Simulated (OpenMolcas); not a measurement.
# One shape, several levels: AlF3 (SMILES F[Al](F)F)

Aim: a comparison of 6 runs (HF/6-311+G**, B3LYP/6-31G*, B3LYP/6-311+G**, M06-2X/6-311+G**, PBE/6-311+G**, TPSS/6-311+G**) of AlF3. 

The calculation is run with OpenMolcas 26.06.

### Step 1. The molecule

AlF3: 4 atoms, total charge 0, spin state singlet. As SMILES, `F[Al](F)F`. The Al2–F3 distance was set to 2.443 Å, away from the relaxed value.

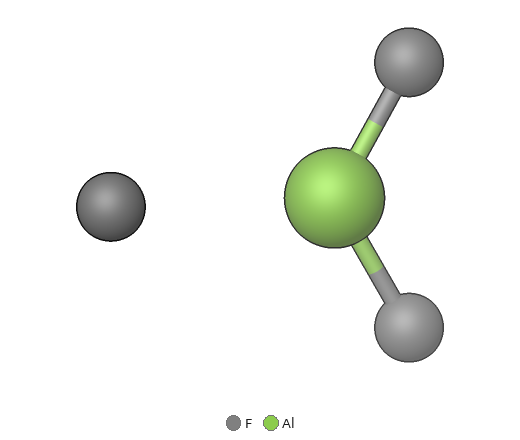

The structure, seen from a chosen angle (fluorine grey, aluminium green).

### Step 2. The energy at HF/6-311+G(d,p) (run 1)

calc.input

```
&GATEWAY
  BasLib
  $CurrDir
  Coord
  4
  angstrom
  F        1.579744      -0.416345       1.405214
  Al       0.720334       0.306235       0.225044
  F       -1.440740      -0.612530      -0.450110
  F        1.301664       1.641375      -0.504996
  Basis
  6-311pGss
  Group
  NoSym

&SEWARD

&SCF
  Thresholds
  1e-10 1e-07 1e-07 1e-05
  PrOrbitals
  0
```

The basis set 6-311+G** is read from a file made from the Basis Set Exchange's data (not shown).

Run with:

```bash
$ export MOLCAS_MEM=1860
$ pymolcas calc.input > calc.log
```

The program printed:

```text
--- Start Module: gateway ---
[...]
--- Stop Module: gateway /rc=_RC_ALL_IS_WELL_ ---
--- Start Module: seward ---
[...]
      Basis functions           96
--- Stop Module: seward /rc=_RC_ALL_IS_WELL_ ---
[...]
--- Start Module: scf ---
[...]
       Convergence after  15 Iterations
[...]
::    Total SCF energy                               -540.4203510812
[...]
      Total spin, S                                     0.0000000000
[...]
      Total electronic charge=   40.000000
      Total            charge=   -0.000000
[...]
      Dipole Moment (debye):
      Origin of the operator (angstrom)=    0.5574    0.2370    0.1741
                   X=  3.2611E+00               Y=  1.3863E+00               Z=  1.0188E+00           Total=  3.6871E+00
      Quadrupole Moment (debye*angstrom):
[...]
--- Stop Module: scf /rc=_RC_ALL_IS_WELL_ ---
[...]
```

It took 6.9 s on 1 thread of Arm Neoverse V1, shared host; peak memory 0.53 GiB.

### Step 3. A single-point energy at B3LYP/6-31G(d) (Cartesian functions) (run 2)

job.inp

```
>>> EXPORT MOLCAS_PRINT=2

&gateway
 baslib
 $CurrDir
 coord
 4
 angstrom
 F        1.579744      -0.416345       1.405214
 Al       0.720334       0.306235       0.225044
 F       -1.440740      -0.612530      -0.450110
 F        1.301664       1.641375      -0.504996
 basis
 6-31Gs
 group
 NoSym

&seward
 gridinput
 Grid=UltraFine
 End of Grid

&scf
 ksdft
 B3LYP
 thresholds
 1e-10 1e-07 1e-07 1e-05
 prorbitals
 0
```

The basis set 6-31G* is read from a file made from the Basis Set Exchange's data (not shown).

Run with:

```bash
$ export MOLCAS_MEM=1860
$ pymolcas job.inp > job.log
```

The program printed:

```text
--- Start Module: gateway ---
[...]
--- Stop Module: gateway /rc=_RC_ALL_IS_WELL_ ---
--- Start Module: seward ---
[...]
      Basis functions           64
--- Stop Module: seward /rc=_RC_ALL_IS_WELL_ ---
[...]
--- Start Module: scf ---
[...]
       Convergence after  16 Iterations
[...]
::    Total KS-DFT energy                            -542.0435932455
[...]
      Total spin, S                                     0.0000000000
[...]
      Total electronic charge=   40.000000
      Total            charge=   -0.000000
[...]
      Dipole Moment (debye):
      Origin of the operator (angstrom)=    0.5574    0.2370    0.1741
                   X=  2.1722E+00               Y=  9.2342E-01               Z=  6.7860E-01           Total=  2.4560E+00
      Quadrupole Moment (debye*angstrom):
[...]
--- Stop Module: scf /rc=_RC_ALL_IS_WELL_ ---
[...]
```

Run time: 10 s. Hardware: 1 thread of Arm Neoverse V1, shared host; peak memory 0.41 GiB.

Runs 3 to 4 aren't shown in full; the table further down has their settings and results.

### Step 4. The energy at PBE/6-311+G(d,p) (run 5)

run.inp

```
* AlF3 Kohn-Sham DFT
>>> EXPORT MOLCAS_PRINT=2

&GATEWAY
  BasLib
  $CurrDir
  BasisSet
  F.6-311pGss....
  F1 1.579744 -0.416345 1.405214 angstrom
  F3 -1.440740 -0.612530 -0.450110 angstrom
  F4 1.301664 1.641375 -0.504996 angstrom
  End of Basis
  BasisSet
  Al.6-311pGss....
  Al2 0.720334 0.306235 0.225044 angstrom
  End of Basis

&SEWARD
  GridInput
  Grid=UltraFine
  End of Grid

&SCF
  KSDFT
  PBE
  Thresholds
  1e-10 1e-07 1e-07 1e-05
  PrOrbitals
  1 1
```

The basis set 6-311+G** is read from a file made from the Basis Set Exchange's data (not shown).

Run with:

```bash
$ export MOLCAS_MEM=1860
$ pymolcas run.inp > run.log
```

The program printed:

```text
--- Start Module: gateway ---
[...]
--- Stop Module: gateway /rc=_RC_ALL_IS_WELL_ ---
--- Start Module: seward ---
[...]
      Basis functions           96
--- Stop Module: seward /rc=_RC_ALL_IS_WELL_ ---
[...]
--- Start Module: scf ---
[...]
       Convergence after  17 Iterations
[...]
::    Total KS-DFT energy                            -541.7573603429
[...]
      Total spin, S                                     0.0000000000
[...]
      Total electronic charge=   40.000000
      Total            charge=   -0.000000
[...]
      Dipole Moment (debye):
      Origin of the operator (angstrom)=    0.5574    0.2370    0.1741
                   X=  2.5774E+00               Y=  1.0957E+00               Z=  8.0516E-01           Total=  2.9140E+00
      Quadrupole Moment (debye*angstrom):
[...]
--- Stop Module: scf /rc=_RC_ALL_IS_WELL_ ---
[...]
```

Run time: 18 s. Hardware: 1 thread of Arm Neoverse V1, shared host; peak memory 0.53 GiB.

### Step 5. The energy at TPSS/6-311+G(d,p) (run 6)

mol.xyz

```xyz
4

F      1.579744    -0.416345     1.405214
Al     0.720334     0.306235     0.225044
F     -1.440740    -0.612530    -0.450110
F      1.301664     1.641375    -0.504996
```

calc.inp

```
* AlF3 Kohn-Sham DFT

&GATEWAY
 BasLib
 $CurrDir
 Coord
 mol.xyz
 Basis
 6-311pGss
 Group
 NoSym

&SEWARD
 GridInput
 Grid=UltraFine
 End of Grid

&SCF
 KSDFT
 2
 1.0 MGGA_X_TPSS
 1.0 MGGA_C_TPSS
 Thresholds
 1e-10 1e-07 1e-07 1e-05
 PrOrbitals
 0
```

The basis set 6-311+G** is read from a file made from the Basis Set Exchange's data (not shown).

Run with:

```bash
$ export MOLCAS_MEM=1860
$ pymolcas calc.inp > calc.log
```

The program printed:

```text
--- Start Module: gateway ---
[...]
--- Stop Module: gateway /rc=_RC_ALL_IS_WELL_ ---
--- Start Module: seward ---
[...]
      Basis functions           96
--- Stop Module: seward /rc=_RC_ALL_IS_WELL_ ---
[...]
--- Start Module: scf ---
[...]
       Convergence after  20 Iterations
[...]
::    Total KS-DFT energy                            -542.2034533072
[...]
      Total spin, S                                     0.0000000000
[...]
      Total electronic charge=   40.000000
      Total            charge=   -0.000000
[...]
      Dipole Moment (debye):
      Origin of the operator (angstrom)=    0.5574    0.2370    0.1741
                   X=  2.6303E+00               Y=  1.1182E+00               Z=  8.2171E-01           Total=  2.9739E+00
      Quadrupole Moment (debye*angstrom):
[...]
--- Stop Module: scf /rc=_RC_ALL_IS_WELL_ ---
[...]
```

Wall time 29 s (1 thread of Arm Neoverse V1, shared host); peak memory 0.53 GiB.

### Step 6. The series

```csv
run,level,Cartesian functions,integration grid,energy (Eh),dipole moment (D),HOMO energy (eV),LUMO energy (eV),wall time
1,HF/6-311+G**,no,–,-540.420351,3.69,-14.19,-1.00,6.9 s
2,B3LYP/6-31G* (Cartesian functions),yes,UltraFine,-542.043593,2.46,-8.27,-3.62,10 s
3,B3LYP/6-311+G**,no,UltraFine,-542.191888,3.09,-9.33,-4.38,17 s
4,M06-2X/6-311+G**,no,UltraFine,-542.037659,3.26,-11.62,-3.43,21 s
5,PBE/6-311+G**,no,UltraFine,-541.757360,2.91,-7.68,-4.89,18 s
6,TPSS/6-311+G**,no,UltraFine,-542.203453,2.97,-7.74,-4.64,29 s
```

### Step 7. Results

| quantity | value |
| --- | --- |
| run 6: total energy | -542.20345 Eh |
| run 6: dipole moment | 2.97 D |
| run 6: HOMO energy | -7.74 eV |
| run 6: LUMO energy | -4.64 eV |
| run 6: HOMO–LUMO gap | 3.10 eV |

In words: The dipole moment (its size) runs from 2.46 D (B3LYP/6-31G*) to 3.69 D (HF/6-311+G**). The two ends differ in method and basis. The HOMO–LUMO gap runs from 2.79 eV (PBE/6-311+G**) to 13.19 eV (HF/6-311+G**). Exact exchange widens orbital gaps. Totals of different functionals can't be ranked against each other. All runs together took 1.7 min, the longest 29 s.
